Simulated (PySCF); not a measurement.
## Excited-state calculation of C₆H₉OPS

The run: excited-state calculation of C₆H₉OPS, SMILES CCc1occ(SC)p1. Method and program: TDDFT CAM-B3LYP/def2-SVPD, vertical, gas phase, core orbitals frozen in the response (PySCF 2.14.0).

The geometry comes from this level: PBE0-D3(BJ)/def2-SVP.

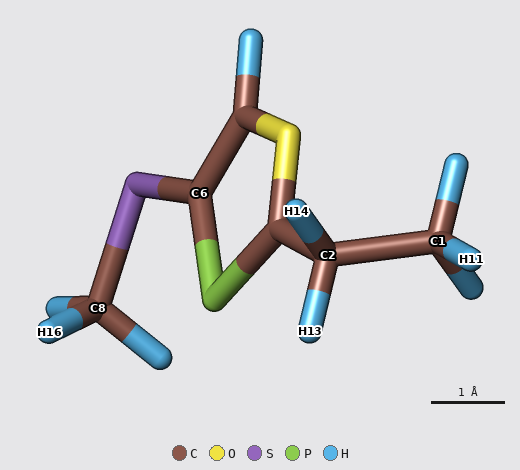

*The input geometry (stick view, seen at a tilt; atoms are numbered from 1 in the order of the input).*

Bond lengths as drawn: C–C 1.36 to 1.53 Å, C–H 1.09 to 1.10 Å, C–O 1.34 to 1.35 Å, C–P 1.72 to 1.80 Å and C–S 1.75 to 1.80 Å.

Results in brief

```json
{"quantity": "outcome", "value": "converged"}
{"quantity": "total energy", "value": "−1048.214741 hartree"}
{"quantity": "HOMO", "value": "−7.25 eV"}
{"quantity": "LUMO", "value": "0.20 eV"}
{"quantity": "dipole moment", "value": "0.96 D"}
{"quantity": "mean polarisability", "value": "120.50 a.u."}
{"quantity": "vertical ionisation energy", "value": "7.87 eV"}
{"quantity": "lowest singlet excitation", "value": "4.72 eV"}
{"quantity": "hardware", "value": "1 CPU thread, shared host"}
{"quantity": "wall time", "value": "4.1 min"}
{"quantity": "peak memory", "value": "1.3 GiB"}
```

The input
```
{"job": {"kind": "uv", "xc": "CAM-B3LYP", "basis": "def2-SVPD", "ip": true, "dynamic": false}, "charge": 0, "multiplicity": 1}
C     -3.184461     0.171147    -0.883007
C     -2.193490     0.848707     0.059841
C     -0.840223     0.227339     0.033228
O     -0.793776    -1.055837     0.415928
C      0.448947    -1.572710     0.354671
C      1.411155    -0.709559    -0.079077
S      3.096354    -1.165945    -0.227293
C      3.818510     0.353137    -0.871709
P      0.671966     0.891557    -0.440833
H     -3.293695    -0.894573    -0.634226
H     -4.176434     0.641569    -0.812635
H     -2.842978     0.241185    -1.926686
H     -2.084583     1.913951    -0.193483
H     -2.578217     0.811063     1.094803
H      0.524834    -2.614466     0.661776
H      3.698797     1.187436    -0.164678
H      3.383381     0.624505    -1.844927
H      4.889353     0.146732    -1.003529
```

The first line tells a small driver script what to run in PySCF; the rest is the geometry in Å.

Run as:
```bash
OMP_NUM_THREADS=1 python <driver script> task.json out
```

Log
```
coarse grid: 16432 points
cycle   1  E = -1048.0266155706  dE =  1.479e+00  |g| = 4.326e-01  |ddm| = 6.795e+00
cycle   2  E = -1048.0329880157  dE = -6.372e-03  |g| = 4.740e-01  |ddm| = 1.230e+00
cycle   3  E = -1048.0726397896  dE = -3.965e-02  |g| = 7.802e-02  |ddm| = 5.236e-01
cycle   4  E = -1048.0736134288  dE = -9.736e-04  |g| = 3.939e-02  |ddm| = 1.824e-01
cycle   5  E = -1048.0739770276  dE = -3.636e-04  |g| = 1.152e-02  |ddm| = 8.247e-02
cycle   6  E = -1048.0740100777  dE = -3.305e-05  |g| = 3.972e-03  |ddm| = 3.393e-02
cycle   7  E = -1048.0740144952  dE = -4.418e-06  |g| = 1.130e-03  |ddm| = 8.699e-03
final grid: 150480 points
cycle   8  E = -1048.2147374279  dE = -3.588e-05  |g| = 3.538e-03  |ddm| = 8.670e-02
cycle   9  E = -1048.2147367059  dE =  7.220e-07  |g| = 4.016e-03  |ddm| = 1.339e-02
cycle  10  E = -1048.2147407613  dE = -4.055e-06  |g| = 5.956e-04  |ddm| = 6.333e-03
cycle  11  E = -1048.2147408448  dE = -8.351e-08  |g| = 2.627e-04  |ddm| = 1.412e-03
cycle  12  E = -1048.2147408618  dE = -1.694e-08  |g| = 8.791e-05  |ddm| = 6.513e-04
cycle  13  E = -1048.2147408633  dE = -1.564e-09  |g| = 2.416e-05  |ddm| = 1.260e-04
cycle  14  E = -1048.2147408635  dE = -1.974e-10  |g| = 8.025e-06  |ddm| = 9.401e-05
```

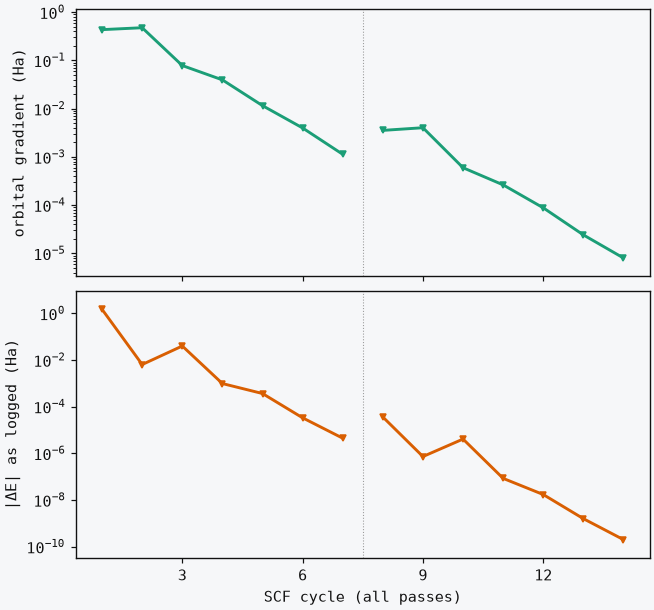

*Convergence of the self-consistent field: orbital gradient and size of the energy change against the SCF cycle. The dotted line marks the change from a coarse to the final integration grid.*

The first 7 cycles use a coarse grid, the final grid takes over at cycle 8, and the field converges after 14 cycles in all.

```
converged SCF energy = -1048.2147408635

Static polarisability (au): isotropic 120.496, principal 84.031 114.981 162.475

Singlet excitations
state   eV       nm        f      main configurations
  1   4.7159    262.9   0.05927   H->L 0.96
  2   5.1556    240.5   0.00008   H->L+1 0.62, H->L+4 0.10
  3   5.3269    232.8   0.03551   H-1->L 0.71, H->L+2 0.19
  4   5.7336    216.2   0.33522   H->L+2 0.47, H-1->L 0.21, H->L+3 0.20
  5   5.8172    213.1   0.00644   H->L+4 0.69
  6   5.8854    210.7   0.00463   H->L+3 0.29, H->L+2 0.12, H->L+6 0.11
  7   6.0175    206.0   0.00776   H-2->L 0.80
  8   6.1190    202.6   0.00076   H->L+5 0.15, H-1->L+3 0.15, H-1->L+4 0.11
  9   6.2766    197.5   0.10677   H-1->L+2 0.65, H-1->L+3 0.19
 10   6.3077    196.6   0.00166   H->L+5 0.68

Triplet excitations (Tamm-Dancoff, eV): 3.1453 3.9949 4.4755 4.8026
Vertical ionisation energy (delta-SCF) = 7.8733 eV
```

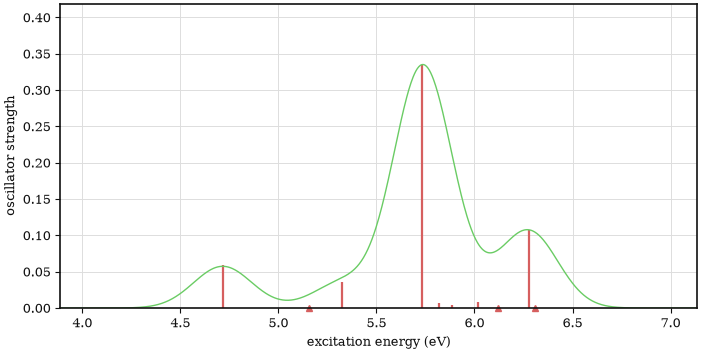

*Computed excitations as sticks (degenerate states added up, dark ones marked on the axis), with a Gaussian envelope of 0.35 eV full width at half maximum, scaled to the tallest.*

Of the 10 states the lowest lies at 4.72 eV (f = 0.059); the strongest line is at 5.73 eV, or 216 nm (f = 0.335).

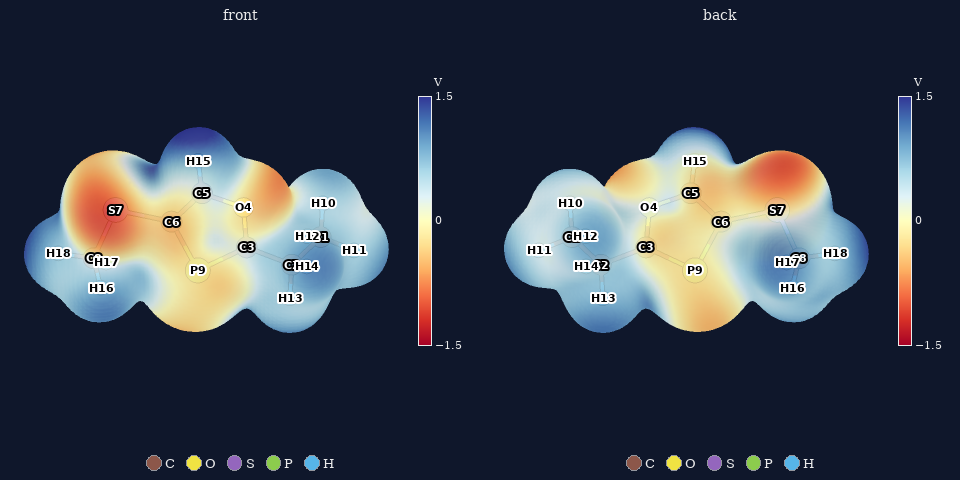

*The molecular electrostatic potential painted on the density surface at 0.004 e/bohr³, seen at a tilt and from behind; the colour scale runs from red (negative) to blue (positive).*

A positive charge is drawn to the negative regions and a negative charge to the positive ones. Its dipole moment is 0.96 D.

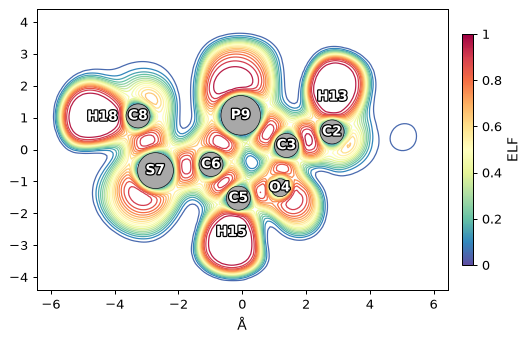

*ELF on the plane of atoms O4, C5 and C6. Grey discs, where drawn, cover atomic cores.*

The section cuts through C, O, S, P and H sites. C–O (1.34 Å): the ELF peaks at about 0.90 between the atoms (a shared but strongly polarised pair). C–C (1.36 Å): the ELF peaks at about 0.95 between the atoms, as expected for localised, shared-pair bonding. C–P (1.72 Å): the ELF peaks at about 0.95 between the atoms, which marks localised, shared-pair bonding. C–S (1.75 Å): the ELF peaks at about 0.95 between the atoms (a covalent bond). C–H (1.09 Å): the ELF climbs to about 1 towards the hydrogen, as it does in any bond to H; a covalent bond by its length.
